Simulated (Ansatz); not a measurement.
```xyz
3

B     0.0000    0.0000   -0.2068
F     0.0000    0.0000   -1.4905
Si    0.0000    0.0000    1.6973
```

Geometry: PBE0-D3(BJ)/def2-SVP.

All numbers below come from isolated molecule in a Gaussian basis; Kohn-Sham density functional theory, functional PBE0 (Ansatz 0.2.0).

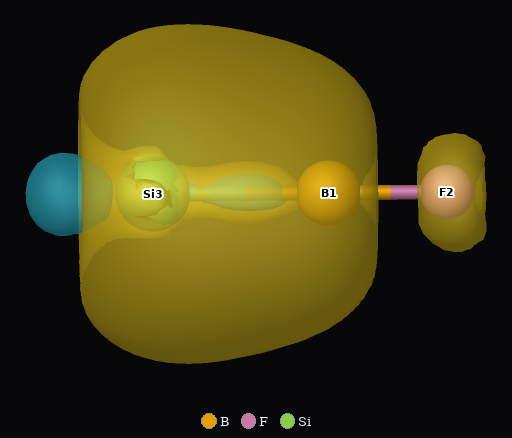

BFSi (SMILES FB=[Si]) (triplet). Isosurfaces of the spin density (α minus β) at +0.02 (yellow) and −0.02 e/Å³ (cyan), seen from one side.

Question: Describe the spin distribution.

Answer: The unpaired spin (2 electrons) lies mostly on Si3 (about 1.2), B1 (about 0.7) and F2 (about 0.1), in electrons by Hirshfeld's partition.
